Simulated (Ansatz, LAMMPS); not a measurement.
## Glassy 57SiO2-27Al2O3-16BaO (mol %) (149 atoms): a single point

Aim: energy, forces, charges and density of states of glassy 57SiO2-27Al2O3-16BaO (mol %) (149 atoms) at a fixed geometry.

Main program and level: Ansatz 0.2.0; Kohn-Sham DFT, PBE, PAW (set soft_2), plane waves.

## (1) The starting structure

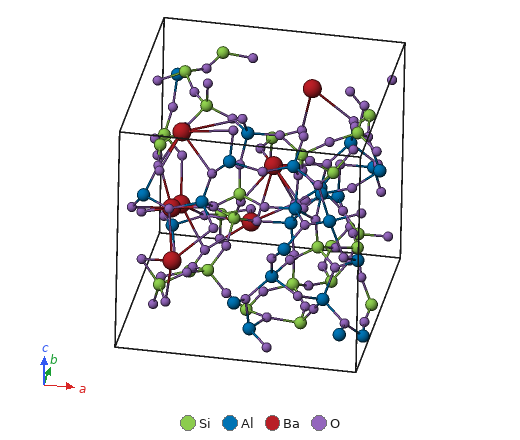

The cell as given, slightly off an axis (silicon green, aluminium blue, barium red, oxygen purple). Bonds to atoms that aren't drawn are left out.

The cell holds 149 atoms: 25 Si, 24 Al, 7 Ba and 93 O. Its edges and angles: a = 12.979 Å, b = 12.979 Å, c = 12.979 Å, α = 90.0°, β = 90.0°, γ = 90.0°. 149 atoms (25 Si, 24 Al, 7 Ba, 93 O) placed at random at 2.88 g/cm³, melted at 4000 K for 10 ps at fixed volume with the Morse and Coulomb pair potential with partial charges (Pedone, Malavasi, Menziani, Cormack and Segre, J. Phys. Chem. B 110, 11780 (2006)). Quenched from 4000 K to 300 K at 25 K/ps and fixed volume, held 5 ps.

What the set-up can't give: The quench rate of 25 K/ps is orders of magnitude faster than experiment, which tends to freeze in extra defects. The network of bonds at the start is that of the classical potential that made the cell, and needn't be the one that DFT or experiment would give. Sampling is at Γ alone, for a cell whose shortest periodic width is 13 Å. Spin–orbit coupling is left out, which matters for the levels of the heavy elements.

## (2) The classical run that made the cell

A classical potential makes the cell, at a small fraction of what the same run would cost in DFT.

This step: classical MD, Morse and Coulomb pair potential with partial charges (Pedone, Malavasi, Menziani, Cormack and Segre, J. Phys. Chem. B 110, 11780 (2006)) (LAMMPS 22 Jul 2025 - Update 4).

Contents of in.lmp:

```
# melt-quench of Si25Al24Ba7O93
units metal
atom_style charge
boundary p p p
region box block 0 12.9793 0 12.9793 0 12.9793
create_box 4 box
mass 1 28.0850   # Si
mass 2 26.9815   # Al
mass 3 137.3270   # Ba
mass 4 15.9990   # O
create_atoms 1 random 25 254758 NULL overlap 1.5 maxtry 2000
create_atoms 2 random 24 254765 NULL overlap 1.5 maxtry 2000
create_atoms 3 random 7 254772 NULL overlap 1.5 maxtry 2000
create_atoms 4 random 93 254779 NULL overlap 1.5 maxtry 2000
pair_style hybrid/overlay pedone 5.5 coul/long 8.0
pair_coeff * * coul/long
pair_coeff 1 4 pedone 0.340554 2.006700 2.100000 1   # Si-O
pair_coeff 2 4 pedone 0.361581 1.900442 2.164818 0.9   # Al-O
pair_coeff 3 4 pedone 0.065011 1.547596 3.393410 5   # Ba-O
pair_coeff 4 4 pedone 0.042395 1.379316 3.618701 22   # O-O
set type 1 charge 2.4
set type 2 charge 1.8
set type 3 charge 1.2
set type 4 charge -1.2
kspace_style pppm 1.0e-4
neigh_modify delay 0 every 1 check yes
thermo_style custom step time temp pe press density
thermo_modify norm yes
timestep 0.002
thermo 100
min_style cg
minimize 1e-4 1e-4 200 2000
reset_timestep 0
velocity all create 4000 254759 mom yes dist gaussian
# [... 11 lines left out ...]
fix md all nvt temp 4000 300 0.2
run 74000 post no
unfix md
thermo 1250
fix md all nvt temp 300 300 0.2
run 2500 post no
unfix md
write_dump all custom glass.dump id type xs ys zs modify sort id
```

Run with:

```bash
lmp -in in.lmp -log none -nocite
```

Numbers of over 12 decimals in the logs are rounded to 6 here.

The log of the run:

```text
LAMMPS (22 Jul 2025 - Update 4)
Created orthogonal box = (0 0 0) to (12.9793 12.9793 12.9793)
Created 25 atoms
Created 24 atoms
Created 7 atoms
Created 93 atoms
PPPM initialization ...
  G vector (1/distance) = 0.38684417
  grid = 15 15 15
  estimated relative force accuracy = 4.4363328e-05
   Step          Time           Temp          PotEng         Press         Density
         0   0              0              0.18172688     591568.96      2.885031
        96   0.192          0             -14.821072     -26215.012      2.885031
Loop time of 0.181546 s on 1 MPI rank(s) for 96 steps with 149 atoms
Minimization stats:
  Stopping criterion = energy tolerance
  Energy initial, next-to-last, final =
     0.181726884763696  -14.8197187384266  -14.8210717632481
  Force two-norm initial, final = 403.04244 2.7585779
  Iterations, force evaluations = 96 122
   Step          Time           Temp          PotEng         Press         Density
[... 7 lines left out ...]
      2499   4.998          4060.4462     -14.261411      29939.536      2.885031
      3332   6.664          4178.4948     -14.28429       5451.6459      2.885031
      4165   8.33           4071.2114     -14.266356      47386.179      2.885031
      4998   9.996          4285.6517     -14.313629      5330.1791      2.885031
      5831   11.662         4141.1701     -14.306483     -4672.8645      2.885031
[... 1 line left out ...]
Loop time of 6.28963 s on 1 MPI rank(s) for 5000 steps with 149 atoms
   Step          Time           Temp          PotEng         Press         Density
[... 11 lines left out ...]
     80000   160            300.8698      -14.979723     -38722.1        2.885031
Loop time of 90.7205 s on 1 MPI rank(s) for 74000 steps with 149 atoms
   Step          Time           Temp          PotEng         Press         Density
     80000   160            300.8698      -14.979723     -38722.1        2.885031
     81250   162.5          334.93624     -14.983043     -29596.441      2.885031
     82500   165            288.15154     -14.98317      -32908.964      2.885031
Loop time of 2.95206 s on 1 MPI rank(s) for 2500 steps with 149 atoms
```

Run time: 1.7 min. Hardware: 1 thread of Arm Neoverse N1, shared host; peak memory 0.076 GiB.

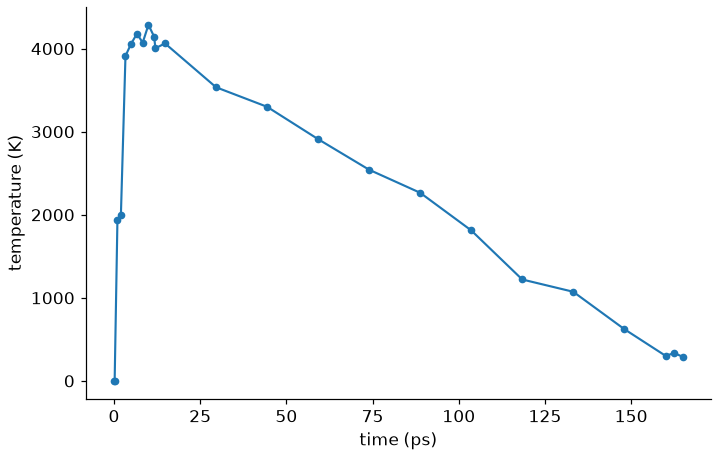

Temperature, plotted against time.

## (3) Plane-wave single point

The electrons are solved once, with the atoms held.

Contents of input.yaml:

```yaml
crystal:
  lattice:
    - [12.9793, 0.0, 0.0]
    - [0.0, 12.9793, 0.0]
    - [0.0, 0.0, 12.9793]
  atoms:
    - { symbol: Si, position: [0.90481, 0.52133, 0.29205] }
    - { symbol: Si, position: [0.44387, 0.33908, 0.58309] }
    - { symbol: Si, position: [0.4783, 0.35847, 0.04027] }
    - { symbol: Si, position: [0.71895, 0.96886, 0.03816] }
    - { symbol: Si, position: [0.13512, 0.75309, 0.89625] }
    - { symbol: Si, position: [0.76367, 0.7275, 0.00839] }
    - { symbol: Si, position: [0.09697, 0.41319, 0.73227] }
    - { symbol: Si, position: [0.90006, 0.49689, 0.83664] }
    - { symbol: Si, position: [0.977, 0.47097, 0.06182] }
    - { symbol: Si, position: [0.31811, 0.34263, 0.21308] }
    - { symbol: Si, position: [0.26352, 0.54204, 0.86579] }
    - { symbol: Si, position: [0.87664, 0.07094, 0.87537] }
    - { symbol: Si, position: [0.46308, 0.97078, 0.51085] }
    - { symbol: Si, position: [0.21108, 0.52432, 0.09957] }
    - { symbol: Si, position: [0.39611, 0.4908, 0.38538] }
    - { symbol: Si, position: [0.04126, 0.82914, 0.55258] }
    - { symbol: Si, position: [0.71195, 0.31281, 0.03006] }
    - { symbol: Si, position: [0.90758, 0.72261, 0.79903] }
    - { symbol: Si, position: [0.8671, 0.75027, 0.2291] }
    - { symbol: Si, position: [0.2534, 0.96378, 0.8865] }
    - { symbol: Si, position: [0.63876, 0.53529, 0.08325] }
    - { symbol: Si, position: [0.1485, 0.16942, 0.21852] }
    - { symbol: Si, position: [0.77239, 0.33933, 0.37478] }
    - { symbol: Si, position: [0.68241, 0.42566, 0.74735] }
    - { symbol: Si, position: [0.25912, 0.96752, 0.13376] }
    - { symbol: Al, position: [0.53027, 0.1384, 0.07436] }
    - { symbol: Al, position: [0.68244, 0.0558, 0.50495] }
    - { symbol: Al, position: [0.86207, 0.09034, 0.6377] }
    - { symbol: Al, position: [0.75417, 0.50397, 0.53316] }
    - { symbol: Al, position: [0.97862, 0.59005, 0.62077] }
    - { symbol: Al, position: [0.88669, 0.97104, 0.42367] }
    - { symbol: Al, position: [0.68863, 0.19918, 0.81447] }
    [... 111 atom lines left out ...]
    - { symbol: O, position: [0.35675, 0.16984, 0.75805] }
    - { symbol: O, position: [0.92817, 0.49458, 0.17054] }
    - { symbol: O, position: [0.44479, 0.35948, 0.92207] }
    - { symbol: O, position: [0.07307, 0.49275, 0.63889] }
    - { symbol: O, position: [0.7327, 0.11441, 0.26267] }
    - { symbol: O, position: [0.45251, 0.99388, 0.38486] }
kpoints:
  mp_grid: { grid: [1, 1, 1] }
hamiltonian:
  xc: pbe
scf:
  occupations: { method: fixed }
output:
  forces: true
  stress: true
  populations: true
  dos:
    method: { smearing: { sigma: 0.1 } }
    de: 0.1
    projected: { site_lists: { Al: [Al], Ba: [Ba], O: [O], Si: [Si] } }
  eigenvalues: true
  write_density: true
  write_potential: true
  volumetric_format: npy
```

Run with:

```bash
ansatz run input.yaml --threads 8 --pin off --max-ram 15872MiB --backend cpu --events-out ev --progress --plain --runs-dir out
```

The log of the run:

```text
Engine: ansatz 0.2.0, aarch64-unknown-linux-gnu
Pseudopotentials: kind: paw
Pseudopotential: Si, paw, valence charge 4, recommended cutoff 420 eV (normal), Si.paw.azcp
Pseudopotential: Al, paw, valence charge 3, recommended cutoff 420 eV (normal), Al.paw.azcp
Pseudopotential: Ba, paw, valence charge 10, recommended cutoff 420 eV (normal), Ba.paw.azcp
Pseudopotential: O, paw, valence charge 6, recommended cutoff 420 eV (normal), O.paw.azcp
Functional definition: PBE
  parameter kappa = 0.804
  parameter beta = 0.066725
  exchange = pbe_x(kappa = kappa, mu = beta*pi^2/3)
  correlation = pbe_c(beta = beta)
Crystal: 149 atoms, lattice volume = 2186.522 Å³
Basis set: ecut = 420 eV, 42931 PW (Γ), exchange–correlation on 180×180×180 points (8 copies of the dense FFT grid, shifted against one another)
Bands: 549, of which v1, the nominal top of the filled ones, is band 400 counted from 1 (399 counted from 0)
Symmetry: 1 space group operations
Space group: P1 (ITA 1), of the structure as read, at distance tolerance 1.3e-4 Å
k-points: 1
Non-local potential: Si, projectors of the file, l = 0: 2, l = 1: 2, l = 2: 2
Non-local potential: Al, projectors of the file, l = 0: 2, l = 1: 2, l = 2: 1
Non-local potential: Ba, projectors of the file, l = 0: 3, l = 1: 2, l = 2: 2, l = 3: 2
Non-local potential: O, projectors of the file, l = 0: 2, l = 1: 2, l = 2: 1
PAW form: soft (Blöchl's): semilocal exchange-correlation on the pseudo side does not see the compensation charge
PAW one-centre angular grid: Si, 110 points (default); XC on 64 Gauss nodes
PAW one-centre angular grid: Al, 110 points (default); XC on 64 Gauss nodes
PAW one-centre angular grid: Ba, 194 points (default); XC on 64 Gauss nodes
PAW one-centre angular grid: O, 110 points (default); XC on 64 Gauss nodes
Initial density: superposition of atomic densities (neutral atoms: chi_scale 0, normalization atom), corrected by the library's trained network
Initial wavefunctions: pseudopotential atomic-orbital guess
Functional: x = pbe(κ = 0.804, μ = 0.219515), c = pbe(β = 0.066725)
SCF iter   1: F=—  HF=-123390.592621 eV  |F-HF|=—  |Δ(HF+E_count)|=         —  Δρ=2.02e-3  dr2=1.35e-1  ethr=1.77e-3  ⟨swp⟩=5.0  Hψ=2125  notcnv=0  defer=147
preconditioner: auto → Resta (q_TF=auto, 2.307 Å⁻¹)  ε∞=3.2  [insulator: Δε(μ)=2.672 eV  Ē_g=14.905 eV  n_scr=460 (ndim 8)  ℏωp=22.3 eV  f_vac=0.149  ε∞_Penn≈3.2]
SCF iter   2: F=—  HF=-123390.598431 eV  |F-HF|=—  |Δ(HF+E_count)|=   5.81e-3  Δρ=1.09e-3  dr2=3.36e-2  ethr=1.68e-5  ⟨swp⟩=3.0  Hψ=937  notcnv=0  defer=147
SCF iter   3: F=—  HF=-123390.603628 eV  |F-HF|=—  |Δ(HF+E_count)|=   5.20e-3  Δρ=5.22e-4  dr2=8.99e-3  ethr=4.21e-6  ⟨swp⟩=3.0  Hψ=729  notcnv=0  defer=147
SCF iter   4: F=—  HF=-123390.603718 eV  |F-HF|=—  |Δ(HF+E_count)|=   9.00e-5  Δρ=1.51e-4  dr2=6.73e-4  ethr=1.12e-6  ⟨swp⟩=3.0  Hψ=727  notcnv=0  defer=147
SCF iter   5: F=—  HF=-123390.603892 eV  |F-HF|=—  |Δ(HF+E_count)|=   1.74e-4  Δρ=1.09e-4  dr2=2.27e-4  ethr=8.42e-8  ⟨swp⟩=2.0  Hψ=727  notcnv=0  defer=147
SCF iter   6: F=—  HF=-123390.603846 eV  |F-HF|=—  |Δ(HF+E_count)|=   4.57e-5  Δρ=3.65e-5  dr2=2.95e-5  ethr=2.84e-8  ⟨swp⟩=3.0  Hψ=793  notcnv=0  defer=147
SCF iter   7: F=—  HF=-123390.605330 eV  |F-HF|=—  |Δ(HF+E_count)|=   1.48e-3  Δρ=1.49e-5  dr2=5.12e-6  ethr=3.68e-9  ⟨swp⟩=3.0  Hψ=942  notcnv=0  defer=146
SCF iter   8: F=—  HF=-123390.605330 eV  |F-HF|=—  |Δ(HF+E_count)|=   3.38e-7  Δρ=9.20e-6  dr2=1.82e-6  ethr=6.40e-10  ⟨swp⟩=3.0  Hψ=755  notcnv=0  defer=146
SCF iter   9: F=—  HF=-123390.605330 eV  |F-HF|=—  |Δ(HF+E_count)|=   2.32e-7  Δρ=2.04e-6  dr2=1.32e-7  ethr=2.27e-10  ⟨swp⟩=3.0  Hψ=725  notcnv=0  defer=146
SCF iter  10: F=-123390.605330 eV  HF=-123390.605330 eV  |F-HF|=3.01e-8  |Δ(HF+E_count)|=   1.57e-8  Δρ=1.39e-6  dr2=4.24e-8  ethr=1.25e-11  ⟨swp⟩=25.0  Hψ=5987  notcnv=0
SCF 1 converged in 10 iterations: F = -123390.605330 eV  dr2 = 4.24e-8
  greatest PAW one-centre occupation: 0.955 electrons in one spin orbital (limit 2), on the Ba atom at site 49 (counted from 0), in its partial waves of l = 0
WARN: The input density's exchange-correlation potential varies sharply where the density is thin. Do not read a vacuum level from v_tot or v_xc, or from such a field of the output density. On a cell that repeats whose density bears no net charge and no dipole along the vacuum's axis use v_es (v_loc + v_h of the components); [...]
SCF converged after 10 iterations
Free energy (F): -123390.605330 eV
Harris-Foulkes:  -123390.605330 eV  (|F-HF|=3.01e-8)
Internal energy: -123390.605330 eV  (E = F + TS)
E sigma→0 (E₀):  -123390.605330 eV
Fermi energy:    4.228089 eV
--- Per-component energies (eV) ---
  E_band       = -3215.915519
  E_kinetic    = 19497.672309
  E_local      = -58354.404951  (includes V_loc(G=0)·N_el)
  E_nonlocal   = 5711.554258
  E_hartree    = 22716.243428
  E_xc         = -10459.078347
  E_vxc        = -11682.310403  (∫ρ·V_xc dr)
  E_paw        = -75405.940076  (= ΣΔE_a)
  E_vpaw       = -3821.142369  (= ΣTr[D̂ρ^β])
  E_aug_tail   = 0.236882  (compensation charges beyond the density's cutoff)
  E_ewald      = -27096.888833
  E_smearing   = -0.000000  (= −TS)
  E_closure    = -0.000000  (closes the sum)
  Σ components = -123390.605330   (vs F -123390.605330, Δ=0.00e0)
--- Forces (eV/Å), atoms counted from 1 ---
  atom   1  Si     1.43768220     2.06540213    -2.50828394
  atom   2  Si     1.51416081     0.79988821    -2.14883113
  atom   3  Si     3.74644512     2.35678998    -2.16102515
  atom   4  Si     0.00827753    -0.23786224    -0.56013980
  atom   5  Si    -1.54248239    -0.34125435     3.05093542
  atom   6  Si     0.69634058     2.78183860     1.38017977
  atom   7  Si    -1.15527843     3.19110474     0.52919252
  atom   8  Si     2.26952570    -0.27149940    -0.42676400
  atom   9  Si     0.21209730    -0.92431127    -0.96550355
  atom  10  Si    -0.79355045     1.43988079     1.34357005
  atom  11  Si    -2.94996668    -0.41062899     2.13863237
  atom  12  Si     1.84533516     1.21324028     2.03194924
  atom  13  Si     0.76975946    -0.36260956     0.08087778
  atom  14  Si     2.05595384    -0.11193228    -1.85918472
[...]
atom 148  O     -1.11965076    -0.44539311    -0.58329465
  atom 149  O     -1.53421627    -0.03298609     0.23573767
  max |Σ_I F_I| component: 2.00e-4 eV/Å
--- Stress (GPa, compression-positive) ---
        1.985596       0.672756      -1.099965
        0.672762       4.389838      -0.138850
       -1.099959      -0.138849       2.982965
  P = ⅓ Tr σ = 3.1195 GPa (31.195 kbar)
--- Band table (eV) ---
  k-point 0: bands = ["-23.8354", "-23.5484", "-23.1567", "-23.0652", [... 533 levels ...], "12.6522", "12.6664", "12.6900", "12.7232", "12.7275", "12.7597", "12.7688", "12.7850", "12.7989", "12.8135", "12.8236", "12.8767"]
--- Löwdin populations: 149 sites ---
  site symbol       q [e]
     0     Si      2.2554
     1     Si      2.2898
     2     Si      2.2396
[...]
148      O      6.8724
  spilling = 0.011832 (of n_electrons = 800.000000)
```

It took 66 s on 8 threads of Arm Neoverse N1, shared host; peak memory 3.4 GiB.

In the SCF lines HF is the Harris–Foulkes energy and dr2 the Hartree energy of the density residual, in eV; the loop may stop once dr2 is under the threshold and the program's other checks hold. Hψ counts applications of the Hamiltonian.

The program notes that the exchange-correlation potential is rough where the density is thin.

Numbers from this run:

```
free energy                                      : -123390.6053 eV
free energy per atom                             : -828.1249 eV/atom
SCF cycles                                       : 10
pressure                                         : 3.119 GPa
r.m.s. force component                           : 1.166 eV/Å
longest force                                    : 4.925 eV/Å
Fermi energy                                     : 4.228 eV
gap (highest filled to lowest empty level) : 2.606 eV
spilling of the projection                       : 0.01183
```

Neighbours are counted within 2.16 Å (O-Si), 2.49 Å (O-Al), 3.29 Å (O-Ba).

Length of the force by element and coordination:

| element | coordination | atoms | mean length of the force (eV/Å) | spread | least | most |
| --- | --- | --- | --- | --- | --- | --- |
| Al | all | 24 | 1.63 | 0.619 | 0.696 | 2.84 |
| Al | 4 | 21 | 1.71 | 0.607 | 0.813 | 2.84 |
| Al | 5 | 2 | 1.24 | 0.286 | 0.958 | 1.53 |
| Al | 6 | 1 | 0.696 | 0 | 0.696 | 0.696 |
| Ba | all | 7 | 0.761 | 0.315 | 0.451 | 1.18 |
| Ba | 4 | 3 | 0.673 | 0.269 | 0.451 | 1.05 |
| Ba | 5 | 1 | 0.489 | 0 | 0.489 | 0.489 |
| Ba | 6 | 2 | 1.16 | 0.0264 | 1.13 | 1.18 |
| Ba | 7 | 1 | 0.503 | 0 | 0.503 | 0.503 |
| O | all | 93 | 1.70 | 0.788 | 0.515 | 4.04 |
| O | 2 | 47 | 1.62 | 0.703 | 0.651 | 3.86 |
| O | 3 | 42 | 1.74 | 0.830 | 0.515 | 4.04 |
| O | 4 | 4 | 2.32 | 0.956 | 1.34 | 3.64 |
| Si | all | 25 | 2.65 | 1.04 | 0.609 | 4.93 |

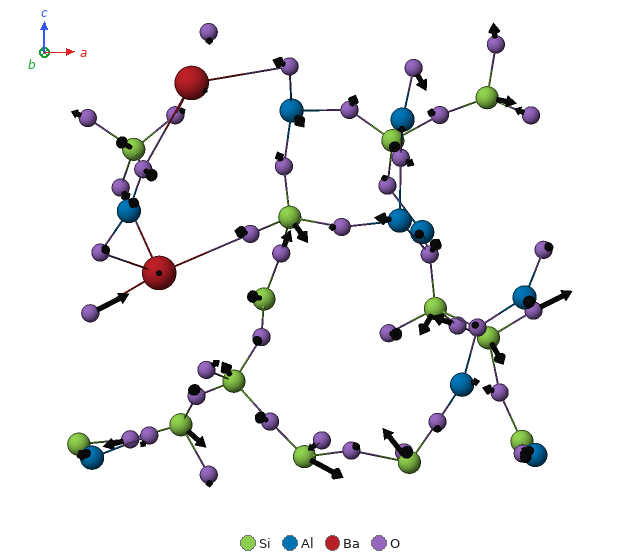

Forces as arrows; the longest in the cell is 4.93 eV/Å. Drawn is a slice 4 Å thick, seen along the normal of the ac plane. Bonds to atoms that aren't drawn are left out.

Löwdin charges by element and coordination (they lack the spilled electrons, 0.064 e an atom on average):

| element | coordination | atoms | mean charge (e) | spread | least | most |
| --- | --- | --- | --- | --- | --- | --- |
| Al | all | 24 | 1.33 | 0.0465 | 1.25 | 1.41 |
| Al | 4 | 21 | 1.33 | 0.0486 | 1.25 | 1.41 |
| Al | 5 | 2 | 1.35 | 0.0034 | 1.34 | 1.35 |
| Al | 6 | 1 | 1.29 | 0 | 1.29 | 1.29 |
| Ba | all | 7 | 1.91 | 0.0218 | 1.86 | 1.93 |
| Ba | 4 | 3 | 1.91 | 0.0171 | 1.89 | 1.93 |
| Ba | 5 | 1 | 1.93 | 0 | 1.93 | 1.93 |
| Ba | 6 | 2 | 1.89 | 0.0218 | 1.86 | 1.91 |
| Ba | 7 | 1 | 1.92 | 0 | 1.92 | 1.92 |
| O | all | 93 | -0.853 | 0.0598 | -1.03 | -0.769 |
| O | 2 | 47 | -0.830 | 0.045 | -1.01 | -0.773 |
| O | 3 | 42 | -0.873 | 0.0645 | -1.03 | -0.769 |
| O | 4 | 4 | -0.901 | 0.0562 | -0.966 | -0.811 |
| Si | all | 25 | 1.74 | 0.0417 | 1.62 | 1.79 |

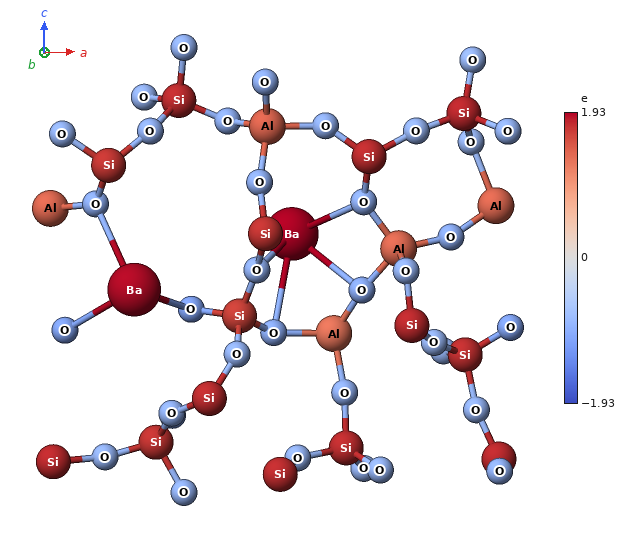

Atoms coloured by Löwdin charge. Drawn is a slice 4 Å thick, seen along the normal of the ac plane.

Density of states as counts of states in windows of 1 eV (from the Fermi level), total and the larger projections:

| from (eV) | to (eV) | total | O p | Ba p |
| --- | --- | --- | --- | --- |
| -14 | -13 | 7.2 | 0.1 | 7.1 |
| -13 | -12 | 20.4 | 0.3 | 19.7 |
| -12 | -11 | 14.4 | 0.4 | 13.7 |
| -11 | -10 | 6.6 | 4.4 | 0.0 |
| -10 | -9 | 13.1 | 8.9 | 0.0 |
| -9 | -8 | 13.1 | 9.2 | 0.0 |
| -8 | -7 | 32.2 | 24.0 | 0.0 |
| -7 | -6 | 50.0 | 38.5 | 0.1 |
| -6 | -5 | 51.4 | 41.0 | 0.1 |
| -5 | -4 | 78.1 | 66.4 | 0.1 |
| -4 | -3 | 91.8 | 82.3 | 0.2 |
| -3 | -2 | 113.5 | 105.9 | 0.2 |
| -2 | -1 | 81.5 | 77.5 | 0.1 |
| -1 | 0 | 25.5 | 24.4 | 0.0 |
| 0 | 1 | 1.2 | 1.1 | 0.0 |
| 1 | 2 | 0.0 | 0.0 | 0.0 |
| 2 | 3 | 2.0 | 0.1 | 0.0 |
| 3 | 4 | 11.2 | 0.4 | 0.0 |
| 4 | 5 | 35.9 | 2.1 | 0.0 |

With fixed occupations the program's Fermi level is the highest filled level; weight inside the gap is the broadening of levels at its edges.

Between -26 and -14 eV lie 186 more states.

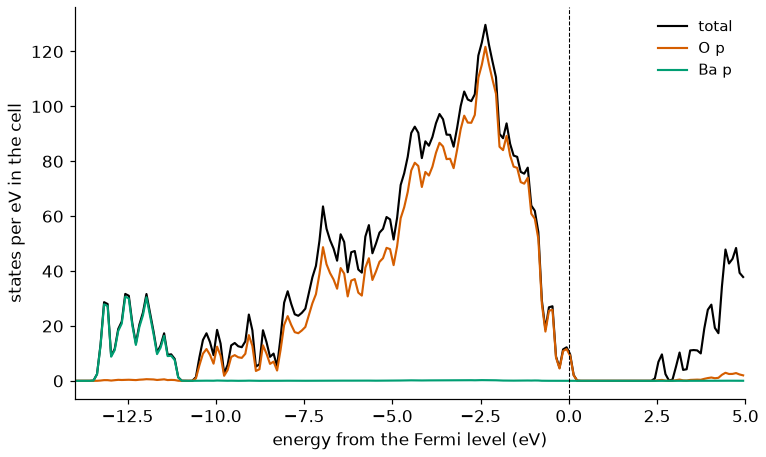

Total and projected density of states, with the broadening of the input.

The levels nearest the highest filled one (over half full), pooled over k-points and spins:

| level less the highest filled one (eV) | occupation |
| --- | --- |
| -0.641 | 2 |
| -0.538 | 2 |
| -0.493 | 2 |
| -0.453 | 2 |
| -0.159 | 2 |
| 0 | 2 |
| 2.61 | 0 |
| 3.13 | 0 |
| 3.44 | 0 |
| 3.61 | 0 |
| 3.82 | 0 |
| 3.91 | 0 |

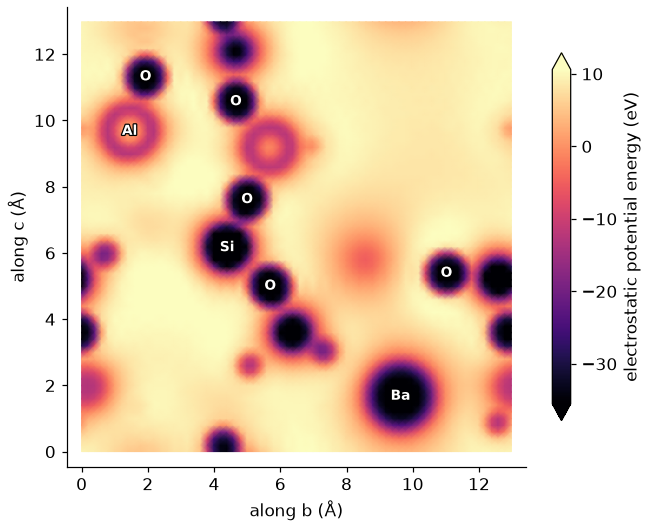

Electrostatic potential energy in the bc plane at fractional x = 0.432, with atoms of Si and Al and Ba and O within 0.2 Å of it. With pseudopotentials it is smooth inside the atoms' cores, unlike the true potential. The map starts off the cell's origin, so that atoms lie inside it.

(Continued in part 2 of 2.)

[Logs are printed without paths, hosts, clocks, repeated set-up lines and the standing remarks that a program may print on its own settings, such as how far it seeks lower states.]

[Hosts, paths, dates, database ids (printed as entryN), source tags and the programs' standing remarks are cut or masked in the printed files.]
